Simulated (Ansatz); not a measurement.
Input file:

```
crystal:
  lattice:
    - [4.2377618035, 0.0, 0.0]
    - [-2.1188809017, 3.670009377, 0.0]
    - [0.0, 0.0, 4.3278820785]
  atoms:
    - { symbol: Cu, position: [0.0, 0.0, 0.0] }
    - { symbol: H, position: [0.5591727059, 0.4408272941, 0.5] }
    - { symbol: H, position: [0.5591727059, 0.1183454117, 0.5] }
    - { symbol: H, position: [0.8816545883, 0.4408272941, 0.5] }
    - { symbol: H, position: [0.3333333333, 0.6666666667, 0.0963426351] }
    - { symbol: H, position: [0.3333333333, 0.6666666667, 0.9036573649] }
    - { symbol: H, position: [0.0, 0.0, 0.5] }
    - { symbol: Mo, position: [0.3333333333, 0.6666666667, 0.5] }
basis:
  ecutwfc: 420
kpoints:
  mp_grid: { grid: [12, 12, 10] }
hamiltonian:
  xc: pbe
scf:
  occupations: { method: gaussian, width: 0.1 }
output:
  forces: true
  stress: true
  eigenvalues: true
  write_density: true
  write_potential: true
  elf: true
  volumetric_format: npy
relax:
  adjacent_minimum: "off"
  f_tol: 0.01
  max_steps: 80
  cell: { stress_tol: 0.05 }
```

Run with:

```sh
ansatz run input.yaml --threads 1 --pin off --max-ram 2560MiB --backend cpu --events-out ev --progress --plain --runs-dir out
```

Below, planes, directions and counts refer to the conventional cell (a = 4.24 Å, b = 4.24 Å, c = 4.32 Å, α = 90.00°, β = 90.00°, γ = 120.00°).

The fields are those of the run's last geometry, not of the input's.

Space group P-6m2; a structure generated by program, which may or may not match a known phase; computed without spin polarisation.

The calculation used DFT PBE, scalar-relativistic, plane waves, PAW in Ansatz 0.2.0.

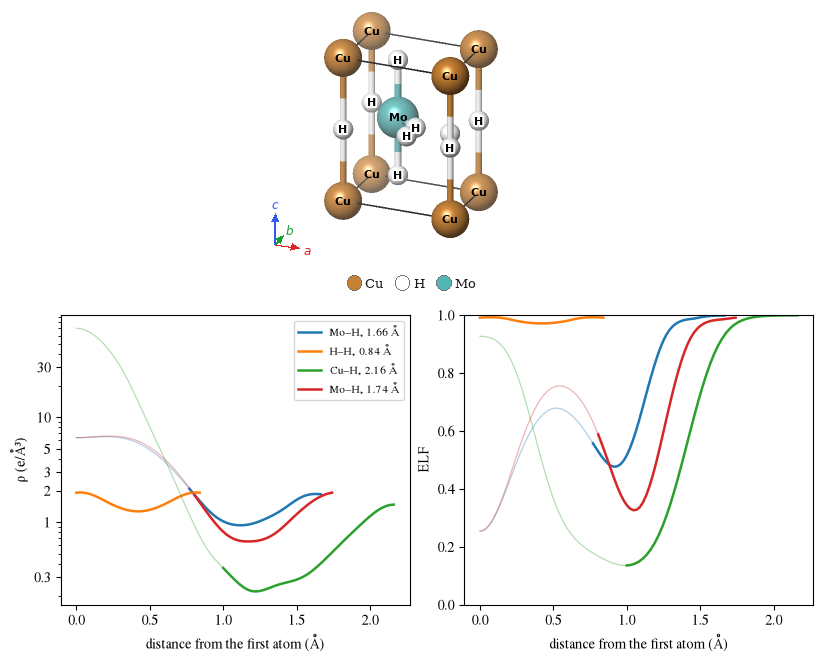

CuMoH₆. Valence pseudo-density and ELF along straight lines between neighbouring atoms. Thin, pale parts lie inside the atomic spheres. The structure is drawn too.

In a PAW calculation such maps are meaningful between the atoms, not at the nuclei.

**What can be read from the curves?**

Mo–H (1.66 Å): the density is about 1.6 e/Å³ at the midpoint; the ELF climbs to about 1 towards the hydrogen.
H–H (0.84 Å): ρ is about 1.3 e/Å³ halfway; the ELF is about 1 at the midpoint.
Cu–H (2.16 Å): the density is about 0.28 e/Å³ at the midpoint; the ELF climbs to about 1 towards the hydrogen.
Mo–H (1.74 Å): ρ is about 1.3 e/Å³ halfway; the ELF climbs to about 1 towards the hydrogen.
